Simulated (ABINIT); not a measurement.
Band structure of GaTc (P-6m2, 2 atoms in the cell).

```yaml
crystal:
  lattice:
    - [2.83371, 0.00000, 0.00000]
    - [-1.41686, 2.45407, 0.00000]
    - [0.00000, 0.00000, 4.04042]
  atoms:
    - { symbol: Ga, position: [0.66667, 0.33333, 0.50000] }
    - { symbol: Tc, position: [0.33333, 0.66667, 0.00000] }
```

Method of the run: PBEsol, PAW (JTH v2.0 PBE PAW, files made for PBE) (plane waves; ABINIT).

Settings: pseudos = [Ga.GGA_PBE-JTH.xml, Tc.GGA_PBE-JTH.xml]; ecut = 20 Ha; pawecutdg = 40 Ha; pawxcdev = 0; ixc = -116133; occopt = 3; tsmear = 0.00499791 Ha; ngkpt = 11 11 7; nshiftk = 1; shiftk = 0 0 0; potentials = JTH v2.0 PBE PAW; kptopt = 1; nstep = 100.

The starting cell comes from a database of computed structures (which also holds hypothetical and non-ambient phases and stackings), without a prior relaxation at this level. Its lattice was rescaled by a random factor within 2.5 % of one. Spin polarisation is off. The potentials were made for another functional than the one used.

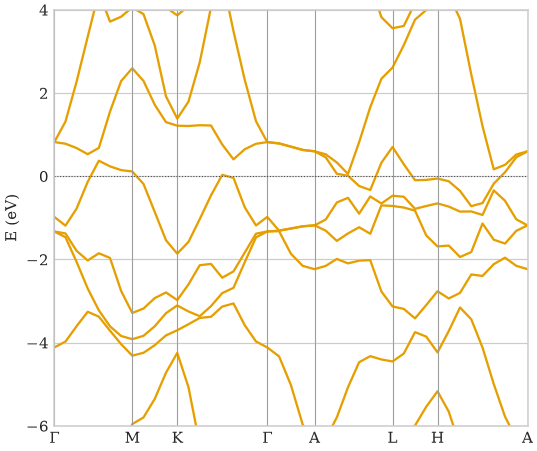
Fig. 1. Bands along the path, energies from the Fermi level.

Levels in eV from the Fermi level, bands 11 to 18:
```csv
point,11,12,13,14,15,16,17,18
Γ,-4.12,-1.33,-1.33,-0.98,0.82,0.82,6.64,12.99
M,-4.31,-3.92,-3.29,0.11,2.59,4.06,6.30,6.81
K,-3.70,-3.11,-2.98,-1.86,1.21,1.38,3.86,10.46
A,-6.50,-2.24,-1.18,-1.18,0.60,0.60,11.20,12.49
L,-4.45,-3.13,-0.72,-0.47,0.70,2.61,3.55,7.72
H,-4.24,-2.77,-1.69,-0.66,-0.06,4.21,4.43,5.93
```

Bands cross the Fermi level along this path, so the cell is metallic at this level.
